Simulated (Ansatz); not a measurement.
# Si₂NH₇ (built from SMILES N.[SiH][SiH3]): a reaction path by the nudged elastic band

What path joins these two structures, and how high does it climb? Both ends were relaxed at PBE0-D4 in triple zeta.

Method: PBE0-D4/def2-SVP; program: Ansatz 0.2.0, Gaussian basis.

16 further runs of the same task are left out: 16 set aside as unsound or not needed.

### Step 1. Starting geometry

The first end: 10 atoms, charge 0, spin multiplicity 1.

Atoms are counted from 1 here; the program's logs count them from 0.

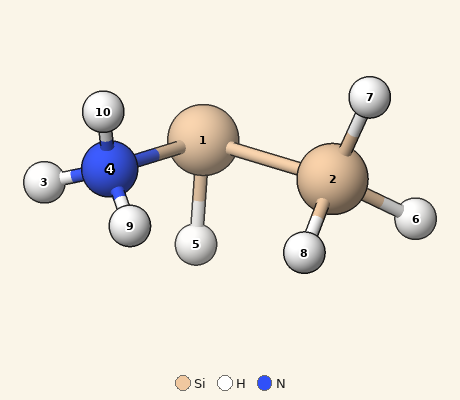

Start geometry, drawn with silicon light orange, hydrogen white, nitrogen blue; atoms are numbered from 1 in the order of the file.

As a file:

```xyz
10
H7NSi2
Si   -1.27888   -0.71986    0.03555
Si    0.97850   -0.98572    0.73578
H    -1.57662    1.50204   -1.19805
N    -0.75312    0.93244   -1.03251
H    -1.53531    0.19435    1.23060
H     1.08289   -1.61489    2.08448
H     1.82376   -1.80929   -0.18283
H     1.69406    0.33881    0.81861
H    -0.05669    1.49864   -0.55509
H    -0.37850    0.66370   -1.93653
```

The second end:

```
Si   -0.9011    0.1251   -0.0080
Si    1.0118   -1.0178    0.7442
H    -1.7975   -0.8548   -0.6808
N    -0.6107    1.4156   -1.1189
H    -1.5997    0.6972    1.1757
H     0.6629   -2.1106    1.6956
H     1.7467   -1.6201   -0.4045
H     1.9428   -0.0810    1.4353
H    -0.1564    2.2519   -0.7869
H    -0.2987    1.1947   -2.0516
```

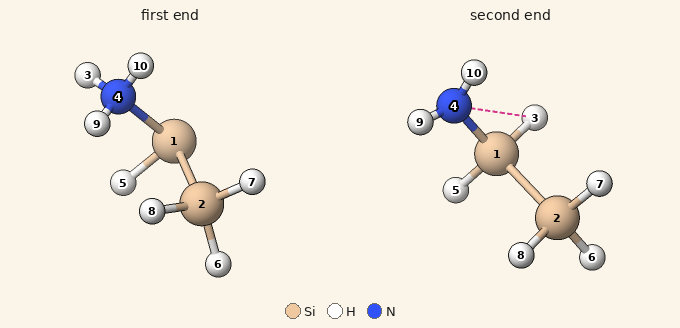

The two ends; dashed lines mark the contacts followed along the path.

### Step 2. The band at PBE0-D4/def2-SVP

neb/in.yaml

```yaml
crystal:
  periodic: [false, false, false]
  atoms:
    - {symbol: Si, position_ang: [-1.278880, -0.719865, 0.035551]}
    - {symbol: Si, position_ang: [0.978497, -0.985720, 0.735784]}
    - {symbol: H, position_ang: [-1.576615, 1.502039, -1.198052]}
    - {symbol: N, position_ang: [-0.753122, 0.932438, -1.032511]}
    - {symbol: H, position_ang: [-1.535310, 0.194346, 1.230595]}
    - {symbol: H, position_ang: [1.082891, -1.614889, 2.084482]}
    - {symbol: H, position_ang: [1.823763, -1.809285, -0.182830]}
    - {symbol: H, position_ang: [1.694062, 0.338805, 0.818605]}
    - {symbol: H, position_ang: [-0.056689, 1.498636, -0.555093]}
    - {symbol: H, position_ang: [-0.378496, 0.663695, -1.936531]}
basis:
  gaussian: {orbitals: def2-SVP}
hamiltonian: {xc: pbe0, dispersion: d4}
neb:
  images: 5
  climbing: true
  max_iterations: 40
  initial_path: idpp
  final_atoms:
    - {symbol: Si, position_ang: [-0.901104, 0.125076, -0.007985]}
    - {symbol: Si, position_ang: [1.011805, -1.017841, 0.744172]}
    - {symbol: H, position_ang: [-1.797491, -0.854761, -0.680791]}
    - {symbol: N, position_ang: [-0.610737, 1.415590, -1.118950]}
    - {symbol: H, position_ang: [-1.599664, 0.697154, 1.175691]}
    - {symbol: H, position_ang: [0.662927, -2.110573, 1.695585]}
    - {symbol: H, position_ang: [1.746717, -1.620079, -0.404485]}
    - {symbol: H, position_ang: [1.942819, -0.080955, 1.435295]}
    - {symbol: H, position_ang: [-0.156440, 2.251915, -0.786895]}
    - {symbol: H, position_ang: [-0.298731, 1.194675, -2.051636]}
```

Command:

```bash
$ ansatz run in.yaml --threads 2 --pin off --events-out ev --progress --plain --max-ram 4352MiB
```

Log:

```text
Functional definition: PBE0
  name "PBE0"
  cite "Adamo & Barone, J. Chem. Phys. 110, 6158 (1999) doi:10.1063/1.478522"
  cite "Perdew, Burke & Ernzerhof, Phys. Rev. Lett. 77, 3865 (1996) doi:10.1103/PhysRevLett.77.3865"
  parent pbe
  parameter a = 0.25
  parameter kappa = 0.804
  parameter beta = 0.06672455060314922
  exchange = (1 - a)*pbe_x(kappa = kappa, mu = beta*pi^2/3) + a*exact_x
  correlation = pbe_c(beta = beta)
889 factors; integrals over basis functions are off by at most 3.6e-4 eV
mean field evaluation 1: about -17340.7847 eV, gradient 3.7e1 eV
mean field evaluation 2: about -17339.4226 eV, gradient 4.5e1 eV
mean field evaluation 4: about -17343.6917 eV, gradient 9.4e-1 eV
mean field evaluation 8: about -17343.7037 eV, gradient 1.3e-2 eV
mean field -17343.70372497 eV, -637.3693559080 hartree, gradient 8.6e-5 eV, S^2 0.000000; 0 other end points of the search recorded, 0 dependent functions left out
the calculation of the forces begins
reference -17343.70375235 eV, -637.3693569144 hartree; 21, 21 occupied and 64, 64 virtual orbitals, 889 factors
[... from here to the last solve, the lines of the solves are left out (107 solves) ...]
WARN: NEB end point (image 0): max|allowed force component| = 2.571e-1 eV/Å (the criterion of neb.relax_end_points is 1.000e-2). That is over neb.f_tol: it is no minimum, so the barrier can be far off. Relax it first
WARN: NEB end point (image 6): max|allowed force component| = 2.692e-1 eV/Å (the criterion of neb.relax_end_points is 1.000e-2). That is over neb.f_tol: it is no minimum, so the barrier can be far off. Relax it first
NEB iter   1: max|band force component| = 5.128e0 eV/Å  barrier→ = 2.4507 eV  barrier← = 3.5971 eV  Δτ_max = 0.2000 Å  (165 SCF iters)
NEB iter   2: max|band force component| = 2.061e0 eV/Å  barrier→ = 1.6878 eV  barrier← = 2.8343 eV  Δτ_max = 0.2000 Å  (135 SCF iters)
NEB iter   3: max|band force component| = 4.032e0 eV/Å  barrier→ = 1.5420 eV  barrier← = 2.6884 eV  Δτ_max = 0.0998 Å  (131 SCF iters)
NEB iter   4: max|band force component| = 5.149e-1 eV/Å  barrier→ = 1.3848 eV  barrier← = 2.5313 eV  Δτ_max = 0.2000 Å  (121 SCF iters)
NEB iter   5: max|band force component| = 1.029e0 eV/Å  barrier→ = 1.4301 eV  barrier← = 2.5765 eV  Δτ_max = 0.0998 Å  (126 SCF iters)
NEB iter   6: max|band force component| = 1.202e0 eV/Å  barrier→ = 1.5874 eV  barrier← = 2.7338 eV  CI = image 3  Δτ_max = 0.2000 Å  (124 SCF iters)
NEB iter   7: max|band force component| = 2.378e0 eV/Å  barrier→ = 1.7357 eV  barrier← = 2.8821 eV  CI = image 3  Δτ_max = 0.0688 Å  (127 SCF iters)
NEB iter   8: max|band force component| = 2.240e-1 eV/Å  barrier→ = 1.7011 eV  barrier← = 2.8476 eV  CI = image 3  Δτ_max = 0.0997 Å  (114 SCF iters)
NEB iter   9: max|band force component| = 2.557e-1 eV/Å  barrier→ = 1.6798 eV  barrier← = 2.8262 eV  CI = image 3  Δτ_max = 0.0500 Å  (116 SCF iters)
NEB iter  10: max|band force component| = 1.430e-1 eV/Å  barrier→ = 1.6732 eV  barrier← = 2.8196 eV  CI = image 3  Δτ_max = 0.0999 Å  (115 SCF iters)
NEB iter  11: max|band force component| = 1.317e-1 eV/Å  barrier→ = 1.6669 eV  barrier← = 2.8133 eV  CI = image 3  Δτ_max = 0.0982 Å  (116 SCF iters)
NEB iter  12: max|band force component| = 6.946e-2 eV/Å  barrier→ = 1.6657 eV  barrier← = 2.8122 eV  CI = image 3  Δτ_max = 0.0222 Å  (116 SCF iters)
NEB iter  13: max|band force component| = 7.479e-2 eV/Å  barrier→ = 1.6654 eV  barrier← = 2.8119 eV  CI = image 3  Δτ_max = 0.0111 Å  (105 SCF iters)
889 factors; integrals over basis functions are off by at most 9.1e-4 eV
mean field -17344.86494915 eV, -637.4120301094 hartree, gradient 8.0e-7 eV, S^2 0.000000; 0 other end points of the search recorded, 0 dependent functions left out
the calculation of the forces begins
reference -17344.86497717 eV, -637.4120311394 hartree; 21, 21 occupied and 64, 64 virtual orbitals, 889 factors
NEB iter  14: max|band force component| = 3.951e-2 eV/Å  barrier→ = 1.6652 eV  barrier← = 2.8116 eV  CI = image 3  CI's point: of a kind that is not told: the force calls were inconclusive, a negative curvature could not be distinguished from the path's own, the only one lies far off the path, or fixed occupations may fill a level only in part  Δτ_max = 0.0000 Å  (839 SCF iters)
Total energy: -17342.21278948 eV, -637.3145650394 hartree
Atom 0 at    -1.004063    -0.145921     0.171055 Å, force     0.011209    -0.000054     0.009480 eV/Å
Atom 1 at     1.032513    -1.122724     0.847525 Å, force    -0.005132    -0.002104    -0.004081 eV/Å
Atom 2 at    -1.797741     0.367399    -1.141297 Å, force    -0.015933     0.003334    -0.005481 eV/Å
Atom 3 at    -0.661294     1.173048    -1.165219 Å, force     0.015219    -0.017031    -0.008226 eV/Å
Atom 4 at    -1.399015     0.758249     1.305313 Å, force     0.000927     0.004186    -0.000310 eV/Å
Atom 5 at     0.842168    -1.976891     2.063022 Å, force     0.000324    -0.001475    -0.002531 eV/Å
Atom 6 at     1.586849    -1.987800    -0.242799 Å, force     0.000738     0.005900     0.002196 eV/Å
Atom 7 at     2.060958    -0.073613     1.156477 Å, force    -0.001399     0.000468     0.002613 eV/Å
Atom 8 at    -0.473870     2.162349    -0.990923 Å, force    -0.004560     0.004635     0.007433 eV/Å
Atom 9 at    -0.186406     0.846103    -2.003155 Å, force    -0.001395     0.002142    -0.001091 eV/Å
Dipole moment:     0.129031     0.390254    -0.337597 e Å
```

Run time: 2.5 min. Hardware: 2 threads of Arm Neoverse V1, shared host.

The last band:

```tsv
image	path (Å)	energy (kcal/mol)	Si1–H3 (Å)	Si1–N4 (Å)	H3–N4 (Å)
0	0.00	0.0	2.56	2.04	1.01
1	0.82	0.2	2.58	2.06	1.02
2	1.65	4.5	2.32	2.06	1.02
3	2.47	38.4	1.62	1.91	1.39
4	3.09	2.3	1.49	1.75	2.02
5	3.70	-23.2	1.49	1.72	2.47
6	4.31	-26.4	1.49	1.73	2.60
```

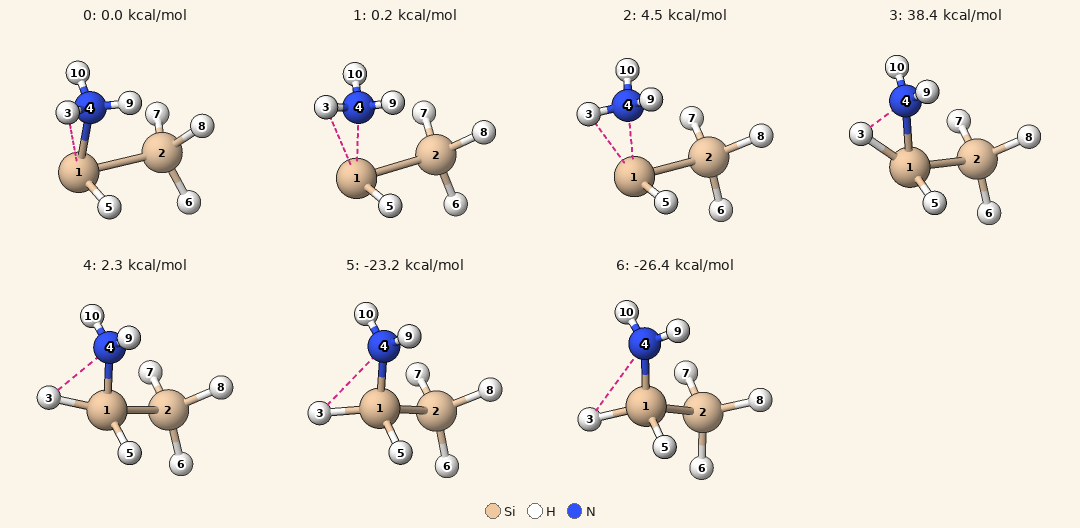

The images of the last band.

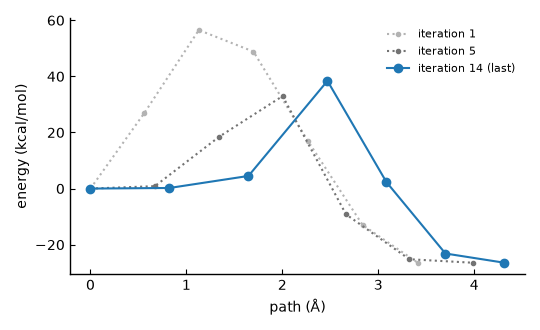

Energy along the path.

The highest image, 3:

```xyz
10
charge 0, multiplicity 1
Si   -1.0041   -0.1459    0.1711
Si    1.0325   -1.1227    0.8475
H    -1.7977    0.3674   -1.1413
N    -0.6613    1.1730   -1.1652
H    -1.3990    0.7582    1.3053
H     0.8422   -1.9769    2.0630
H     1.5868   -1.9878   -0.2428
H     2.0610   -0.0736    1.1565
H    -0.4739    2.1623   -0.9909
H    -0.1864    0.8461   -2.0032
```

### Step 3. What came out

```
                                                                       quantity                                                     value
                                                PBE0-D4/def2-SVP, 14 iterations  highest 38.4 kcal/mol (image 3), last end -26.4 kcal/mol
from earlier runs: barrier over the separately found saddle, CCSD(T)/def2-TZVPP                                             39.9 kcal/mol
```

The highest image lies 38.4 kcal/mol above the first end, and it climbed, so it estimates the saddle. The ends are not quite minima at this level (largest force component 0.27 eV/Å), so the heights are unreliable: relaxing the first end would lower it and raise the barrier above it. The highest image is 1.5 kcal/mol below the CCSD(T) barrier in triple zeta, which comes from separate runs on the saddle.
